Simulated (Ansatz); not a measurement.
**C₂H₅BO₃: up Jacob's ladder to CCSD(T)**

How much do the methods differ for C₂H₅BO₃? The plan is to run it at one geometry with functionals of several rungs and with coupled cluster. The yardstick is the atomisation energy at the CCSD(T) limit.

Computed with Ansatz 0.2.0, Gaussian basis. Level: functionals in def2-TZVPP, the program's frozen cores in correlated methods.

The runs, in order: PBE-D4, r2SCAN-D4, PBE0-D4, B3LYP-D4, ωB97X-V, ωB97M-V, B2PLYP; CCSD(T)/def2-TZVPP; MP2/def2-QZVPP; extrapolation to the limit.

### 1 The relaxed structure

An earlier PBE0-D4 in a triple-zeta def2 set relaxation fixed the geometry.

SMILES `CBOC(=O)O`, 11 atoms, charge 0, spin multiplicity 1.

Atoms are counted from 1 here; the program's logs count them from 0.

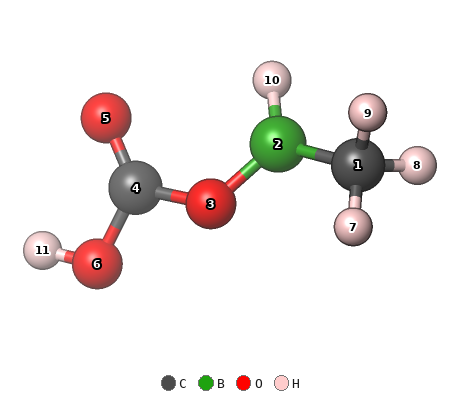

The geometry (carbon dark grey, boron green, oxygen red, hydrogen pink); atoms are numbered from 1 in the order of the file.

### 2 PBE-D4 (GGA)

The input, in.yaml:

```yaml
crystal:
  periodic: [false, false, false]
  atoms:
    - {symbol: C, position_ang: [1.025833, -0.398738, 1.725307]}
    - {symbol: B, position_ang: [0.646259, -0.324535, 0.223799]}
    - {symbol: O, position_ang: [-0.561686, 0.257189, -0.105998]}
    - {symbol: C, position_ang: [-0.922888, 0.482775, -1.380889]}
    - {symbol: O, position_ang: [-0.191864, 0.591260, -2.318924]}
    - {symbol: O, position_ang: [-2.249527, 0.600897, -1.420695]}
    - {symbol: H, position_ang: [0.281965, 0.034120, 2.395293]}
    - {symbol: H, position_ang: [1.205006, -1.440349, 2.014382]}
    - {symbol: H, position_ang: [1.984721, 0.108657, 1.883648]}
    - {symbol: H, position_ang: [1.325411, -0.760248, -0.656454]}
    - {symbol: H, position_ang: [-2.477931, 0.791974, -2.338869]}
basis:
  gaussian: {orbitals: def2-TZVPP}
hamiltonian: {xc: pbe, dispersion: d4}
output: {forces: true, orbitals: {seedname: orbitals}}
```

Run with:

```console
$ ansatz run in.yaml --threads 4 --pin off --events-out ev --progress --plain --max-ram 10444MiB
```

Further steps of the session: r2SCAN-D4 (meta-GGA); PBE0-D4 (hybrid); B3LYP-D4 (hybrid); ωB97X-V (range-separated); ωB97M-V (range-separated); B2PLYP (double hybrid); CCSD(T) in def2-TZVPP; MP2 in def2-QZVPP.

Before running them: what should the planned runs give, taken together? Wanted: atomisation energy, CCSD(T)/CBS; farthest; mean size of error, hybrid; mean size of error, range-separated; gap, smallest and largest; T1 diagnostic; triples share of the correlation energy.

**Answer**, as computed:

| quantity | value |
| --- | --- |
| atomisation energy, CCSD(T)/CBS | 48.607 eV |
| functionals within 0.243 eV (0.5 %) | B3LYP-D4, ωB97X-V |
| farthest | PBE-D4 (+1.750 eV) |
| mean size of error, hybrid | 0.226 eV |
| mean size of error, range-separated | 0.290 eV |
| gap, smallest and largest | 5.18 eV (PBE-D4), 12.72 eV (ωB97X-V) |
| T1 diagnostic | 0.0144 |
| triples share of the correlation energy | 3.9 % |

In words: PBE-D4 misses by +1.750 eV. Double hybrids carry the basis error of their MP2 part in triple zeta, and no dispersion term here, so their miss is partly the set-up's. Misses under about 0.243 eV are within the doubt on the reference itself, which lacks core-valence correlation, relativity and higher excitations. Hartree-Fock recovers 72 % of the binding; the rest is correlation. Orbital gaps span 5.2 to 12.7 eV; exact exchange widens them.
